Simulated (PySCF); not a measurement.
**C3H12N2OSi: density, localisation and related maps**

Input file:

```
{"job": {"kind": "uv", "xc": "CAM-B3LYP", "basis": "def2-SVPD", "nstates": 8, "ntriplets": 3}, "charge": 0, "multiplicity": 1}
C      2.556502    -1.313168     0.505772
O      1.189036    -1.069202     0.459603
Si     0.483341     0.175091    -0.309231
N      1.201599     1.671048     0.173441
N     -1.121501     0.164837     0.283215
C     -2.058689     1.147718    -0.183753
C     -1.769069    -1.048002     0.714662
H      2.727099    -2.177187     1.149858
H      2.947886    -1.528625    -0.492510
H      3.094046    -0.452266     0.910170
H      0.612472    -0.055709    -1.765698
H      2.176772     1.816438    -0.028629
H      0.698764     2.528380     0.022837
H     -1.530940     2.048860    -0.480078
H     -2.766040     1.399813     0.611977
H     -2.634408     0.787217    -1.046957
H     -2.351392    -1.507668    -0.094201
H     -1.014845    -1.750891     1.050651
H     -2.450437    -0.827434     1.541737
```

Command:

```sh
OMP_NUM_THREADS=1 python probes_run.py task.json out
```

Geometry: GFN2-xTB.

Method: CAM-B3LYP/def2-SVPD, SCF density, gas phase (PySCF 2.14.0).

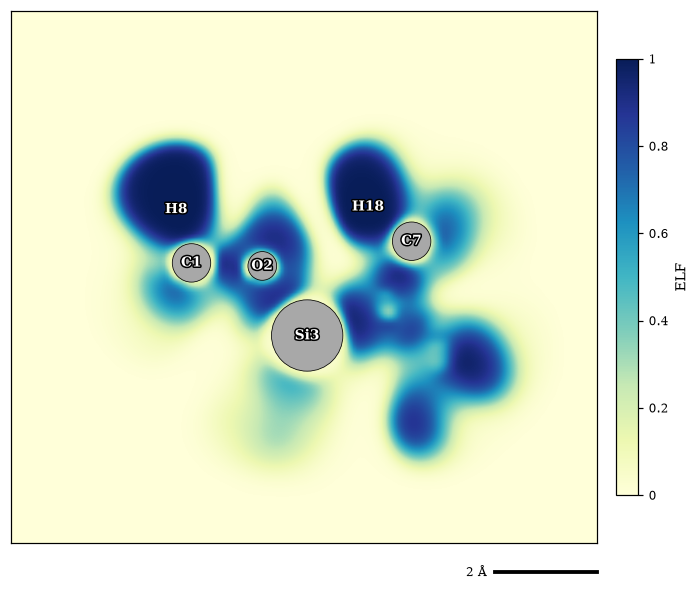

Figure 1. ELF on the plane of atoms C1, O2 and Si3. Grey discs cover the atomic cores.

Question: Interpret the plot.

Answer:
- The section cuts through C, O, Si and H sites.
- C–O (1.39 Å): the ELF peaks at about 0.90 between the atoms; a shared but strongly polarised pair.
- Si–O (1.62 Å): the ELF peaks at about 0.90 between the atoms: a polar covalent bond.
- C–H (1.08 Å): the ELF climbs to about 1 towards the hydrogen, as it does in any bond to H; an ordinary covalent bond to hydrogen.
- The ELF also peaks beside O2, away from the bonds: lone-pair regions.

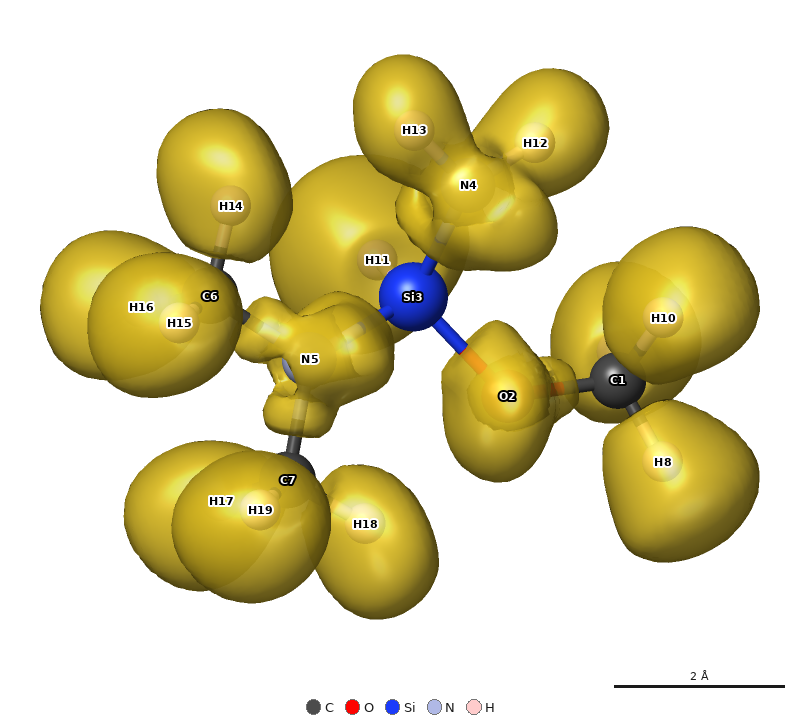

Figure 2. Isosurface of the ELF at 0.75 (yellow), seen at a tilt. Core shells and regions of very low density are left out.

Question: Identify the bonds, lone pairs and shells in this picture.

Answer: The surface consists of ten regions around hydrogen nuclei, one region on N in which the atom's valence shell and bonds are merged, one region on O in which the atom's valence shell and bonds are merged and one joined region spread over several atoms (H, N), in which their bonds and any lone pairs are merged. Profiles from the grid: C–N (1.44 Å): the ELF peaks at about 0.95 between the atoms; a covalent bond.

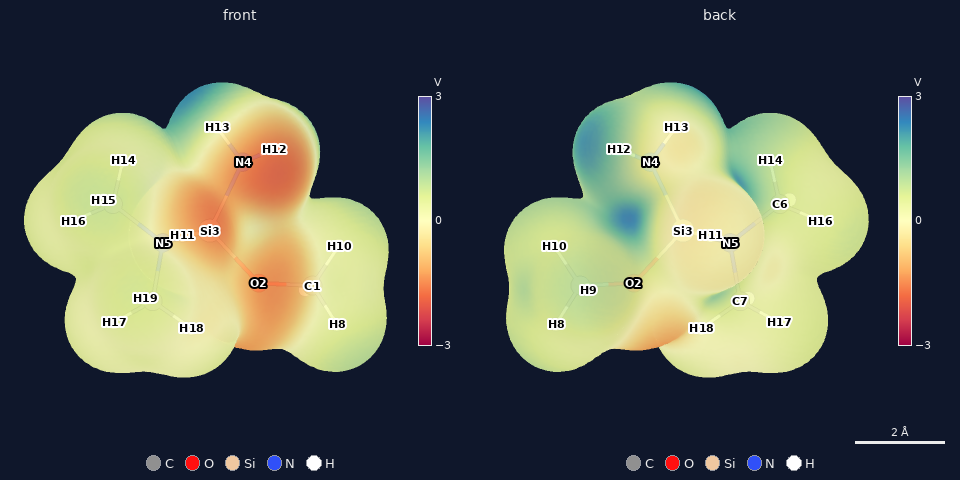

Figure 3. The molecular electrostatic potential painted on the density surface at 0.004 e/bohr³, seen from the front and from behind; the colour scale runs from red (negative) to blue (positive).

Question: Which sites attract a positive test charge, and which a negative one?

Answer: A positive charge is drawn to the negative regions and a negative charge to the positive ones. The most negative region (about −1.8 V) lies over N4, the most positive (about +2.2 V) over Si3, H12 and H13. N4 is the likeliest acceptor of a hydrogen bond.
